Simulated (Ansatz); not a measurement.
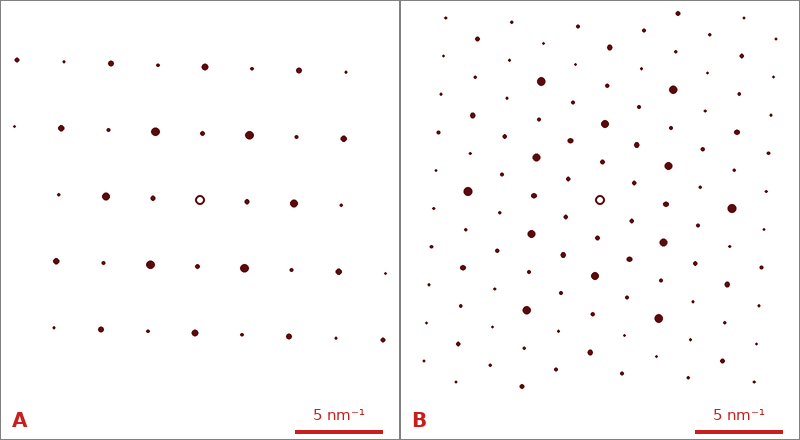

Kinematic electron diffraction patterns (300 kV, B = 0.5 Å², same scale, each along a low-index zone) of two structures of composition Cu3Os, each relaxed at zero pressure with DFT PBE, scalar-relativistic, plane waves, PAW (Ansatz 0.2.0). The runs are not spin-polarised.

The structures (standard cells):
1. P6_3/mmc (No. 194), a = 5.258 Å, c = 4.213 Å (hexagonal axes), 8 atoms; generated start, possibly hypothetical
2. Pm-3m (No. 221), a = 3.695 Å, 4 atoms; generated start, possibly hypothetical

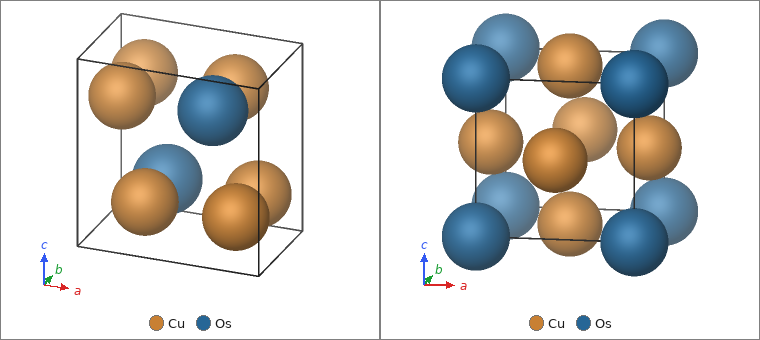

Drawings of the structures 1 to 2, from left to right (each may span several cells).

Which pattern belongs to which structure, and along which zone?

A is structure 2 along [110] or an equivalent direction: rectangular net of 0 0 1 at d = 3.70 Å and 1 -1 0 at d = 2.61 Å, 90.0° apart. B is structure 1 along [001]: hexagonal net of 1 -1 0 at d = 4.55 Å and 1 0 0 at d = 4.55 Å, 60.0° apart.

Rank the structures by their computed energy.

Structure 2 (Pm-3m, 12.62 Å³ an atom) is the lowest of these; structure 1 (P6_3/mmc, 12.61 Å³ an atom) lies about 20 meV an atom higher. These are static energies at 0 K; other structures, not shown, may lie lower still.
